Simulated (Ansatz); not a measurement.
## How far to go with the plane-wave cutoff: SrMn2Ge2 (I4mm, 5 atoms in the cell)

```
CELL_PARAMETERS angstrom
     -2.03069     2.03069     5.73569
      2.03069    -2.03069     5.73569
      2.03069     2.03069    -5.73569
ATOMIC_POSITIONS crystal
  Sr 0.00436 0.00436 0.00000
  Mn 0.75000 0.25000 0.50000
  Mn 0.25000 0.75000 0.50000
  Ge 0.63376 0.63376 0.00000
  Ge 0.36624 0.36624 0.00000
```
Moments meant for the start (each program seeds them in its own way; μB, in the order of the atoms Sr Mn Mn Ge Ge): 0.0 4.0 4.0 0.0 0.0.

Level of theory: PBEsol, default PAW files made with PBE (plane waves; Ansatz, a quantum-chemistry and plane-wave program).

Base settings: basis.ecutwfc = 30.9 Ry; kpoints.mp_grid.grid = 4 4 4; hamiltonian.xc = pbesol; hamiltonian.pseudopotentials = {kind: paw} (the program's default PAW files); magnetization.spin_polarized = true; scf.occupations.method = fermi_dirac; scf.occupations.width = 0.0073 Ry.

The second cell is the first with its lattice scaled by 0.98.

The mesh stays at the base's, so the ladder's end is converged at best in this setting alone.

The first pressure column holds Ansatz's estimate of the finite-basis (Pulay) stress, which hides part of the cutoff error; the other is without it.

Only quantities that move along the ladder and can be compared are tabulated.

The magnetic state is not the same in all runs (site moments differ, or a search went on to a lower state), so steps between rows are not convergence errors alone.

The count of work is k-points × plane waves × bands × iterations; it is no time. 

The starting cell comes from a database of computed structures (which also holds hypothetical and non-ambient phases and stackings), without a prior relaxation at this level. Its lattice was rescaled by up to half a per cent. One atom was moved a little off its site on purpose. The magnetic order is the one reached from the typed start; others were not searched systematically. The program warned that, by what it read of turns of the moments, another magnetic order lies lower. In the base run, with a pressure of about -3 GPa the cell is away from its equilibrium volume at this level. Without a gap this mesh is coarse (it stands for a supercell whose shortest vector is 16 Å).

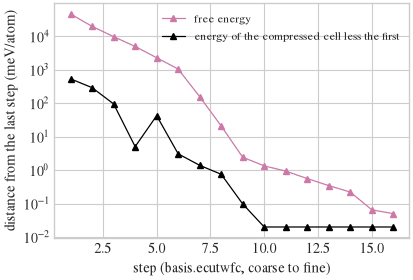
*Distance from the last step along the ladder; very small values are drawn at a floor.*

```csv
basis.ecutwfc,free energy less the last step's (meV/atom),energy of the compressed cell less the first (meV/atom),pressure (GPa),pressure without the Pulay estimate (GPa),largest difference of a force vector from the last step's (eV/Å),count of work / last
10.7 Ry,46974.16,-546.27,19.65,-1310.44,0.821,0.066
12.5 Ry,19998.39,286.27,15.66,-652.23,3.427,0.074
14 Ry,9867.40,88.59,3.03,-370.86,0.206,0.085
15.4 Ry,5021.09,-12.43,0.80,-217.33,0.231,0.087
16.9 Ry,2310.41,35.32,-3.20,-116.87,0.028,0.11
18.4 Ry,1058.91,-4.27,-3.14,-62.90,0.096,0.12
21.7 Ry,158.08,-8.75,-3.11,-15.39,0.048,0.14
24.6 Ry,21.02,-6.60,-3.35,-5.51,0.019,0.19
27.9 Ry,2.44,-7.26,-3.49,-3.65,0.001,0.23
30.9 Ry,1.35,-7.37,-3.50,-3.52,0.000,0.26
33.8 Ry,0.94,-7.36,-3.50,-3.52,0.000,0.30
37.1 Ry,0.56,-7.35,-3.50,-3.51,0.000,0.35
41.5 Ry,0.35,-7.35,-3.50,-3.50,0.000,0.41
46.3 Ry,0.22,-7.35,-3.50,-3.50,0.000,0.49
54 Ry,0.07,-7.35,-3.50,-3.50,0.000,0.61
61.7 Ry,0.03,-7.36,-3.50,-3.50,0.000,0.76
74.2 Ry,0.00,-7.36,-3.50,-3.50,0.000,1.0
```

Coarsest basis.ecutwfc that holds the free energy within 5 meV/atom of the last step, with all finer ones: 27.9 Ry, at 0.23 of the last step's count of work; the step before is off by 21 meV/atom.

Coarsest basis.ecutwfc that holds the pressure within 0.5 GPa of the last step, with all finer ones: 16.9 Ry, at 0.11 of the last step's count of work; the step before is off by 4.3 GPa.

Coarsest basis.ecutwfc that holds the forces within 0.01 eV/Å of the last step, with all finer ones: 27.9 Ry, at 0.23 of the last step's count of work; the step before is off by 0.019 eV/Å.

The energy difference between the two cells stays within 1 meV/atom of the last step's from 24.6 Ry on, the total only from 33.8 Ry on: much of the error is common to both cells and cancels.

At the lowest cutoff the pressure without the Pulay estimate lies 1310 GPa under the last step's, the usual sign of Pulay stress in an incomplete plane-wave basis.

Keys are those of Ansatz 0.2.
